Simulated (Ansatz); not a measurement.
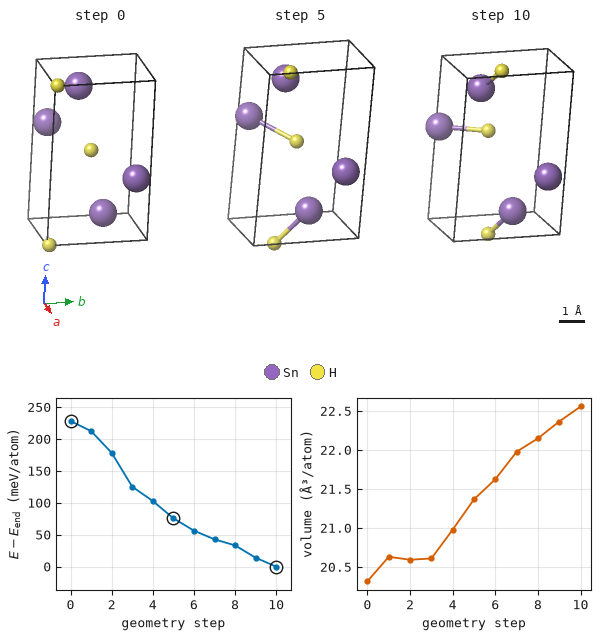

Frames of a relaxation of a crystal of Sn2H (a generated structure, set up in P1) (coarse preliminary run), marked on the history of the run. The picture is a ball-and-stick view of the cell of the calculation, reduced to other axes, seen slightly off an axis. Lengths and directions refer to the drawn axes.

These are results of DFT PBE, scalar-relativistic, plane waves, PAW (Ansatz 0.2.0), not measurements. Settings: plane-wave cutoff 420 eV; k-point mesh 6 × 6 × 6; occupations gaussian; smearing width 0.2 eV; no spin polarisation; cell and atoms relaxed; force threshold 0.025 eV/Å; at most 60 steps.

**What happens along the run?**

The run was cut off at its time limit before the relaxation converged, so the last structure is only a point on the way. An H atom moves most relative to the cell: 1.50 Å roughly along [−2 3 0]. By element the largest moves are H 1.50 Å, Sn 0.67 Å. The volume changes by +11.0 %, with a 4.326 → 4.636 Å (+7.2 %), b 4.430 → 4.804 Å (+8.4 %), c 7.617 → 8.058 Å (+5.8 %), α 74.9° → 70.8°, β 75.4° → 69.0°, γ 61.0° → 54.9°. Some distances before and after: H–Sn 2.603 → 1.891 Å, H–Sn 2.595 → 1.963 Å, H–Sn 2.570 → 1.986 Å, H–Sn 2.675 → 2.097 Å. New bonds form: H–Sn (2.57 → 1.99 Å), H–Sn (2.59 → 1.96 Å), H–Sn (2.60 → 1.89 Å), H–Sn (2.67 → 2.10 Å). The space group stays P1 (No. 1). The energy falls by 228 meV per atom in 10 geometry steps. Largest force component: 0.26 eV/Å at the start, 0.28 eV/Å at the end. Pressure: 0.68 GPa at the start and 0.07 GPa at the end. The run took 9.7 min on 1 thread of Intel(R) Xeon(R) Processor @ 2.70GHz, on a shared host, peak memory 0.62 GiB. From step 0 to 5: an H atom moves most (0.81 Å), volume +5.2 %, energy −152 meV per atom. From step 5 to 10: an H atom moves most (0.76 Å), volume +5.6 %, energy −75.8 meV per atom.
